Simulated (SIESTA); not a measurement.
**Converging the cutoff of the real-space grid: Bi (R-3m, 2 atoms in the cell)**

```xyz
2
Lattice="4.1450 -2.2636 0.0000 4.1450 2.2636 0.0000 2.9088 0.0000 3.7207" Properties=species:S:1:pos:R:3 pbc="T T T"
Bi     2.6680     0.0000     0.8864
Bi     8.5783     0.0000     2.8501
```

Method of the run: GGA PBEsol, numerical atomic orbitals DZP, PseudoDojo PBEsol standard norm-conserving potentials (rewritten from UPF to PSML) run with SIESTA.

Base settings: XC.functional = GGA; XC.authors = PBEsol; potentials = PseudoDojo PBEsol standard; PAO.BasisSize = DZP; PAO.EnergyShift = 0.01 Ry; MeshCutoff = 350 Ry; kgrid.MonkhorstPack = 3 3 3; OccupationFunction = MP; OccupationMPOrder = 0; ElectronicTemperature = 100 meV.

The second cell is the first with its lattice scaled by 0.98.

The mesh stays at the base's, so the ladder's end is converged at best in this setting alone.

Only quantities that move along the ladder and can be compared are tabulated.

The starting cell has typed, rounded lattice constants, without a prior relaxation at this level. Its lattice was rescaled by up to half a per cent. One atom was moved a little off its site on purpose. Values carry the incompleteness of an atom-centred basis.

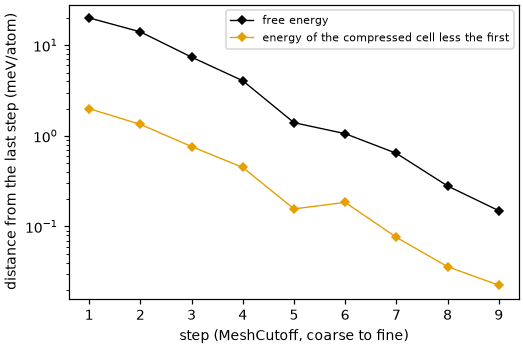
Fig. 1. Distance from the last step along the ladder; very small values are drawn at a floor.

| MeshCutoff | free energy less the last step's (meV/atom) | energy of the compressed cell less the first (meV/atom) | pressure (GPa) |
|---|---|---|---|
| 158 Ry (161 Ry used) | -20.04 | 22.08 | 0.03 |
| 175 Ry (183 Ry used) | -14.06 | 21.42 | 0.01 |
| 210 Ry (231 Ry used) | -7.40 | 20.84 | -0.07 |
| 280 Ry (286 Ry used) | -4.06 | 20.53 | -0.10 |
| 385 Ry (412 Ry used) | -1.40 | 20.23 | -0.13 |
| 420 Ry (447 Ry used) | -1.06 | 19.89 | -0.12 |
| 473 Ry (521 Ry used) | -0.64 | 20.15 | -0.13 |
| 612 Ry (643 Ry used) | -0.28 | 20.11 | -0.14 |
| 700 Ry (732 Ry used) | -0.15 | 20.10 | -0.13 |
| 840 Ry (926 Ry used) | 0.00 | 20.08 | -0.13 |

Coarsest MeshCutoff that holds the energy of the compressed cell less the first within 0.5 meV/atom of the last step, with all finer ones: 280 Ry (286 Ry used); the step before is off by 0.76 meV/atom.

Coarsest MeshCutoff that holds the free energy within 5 meV/atom of the last step, with all finer ones: 280 Ry (286 Ry used); the step before is off by 7.4 meV/atom.

Coarsest MeshCutoff that holds the pressure within 0.05 GPa of the last step, with all finer ones: 280 Ry (286 Ry used); the step before is off by 0.06 GPa.

The energy difference between the two cells stays within 1 meV/atom of the last step's from 210 Ry on, the total only from 473 Ry on: much of the error is common to both cells and cancels.

Left out of this page: 6 runs of the series outside the window shown, repeating another row's setting, or not comparable.
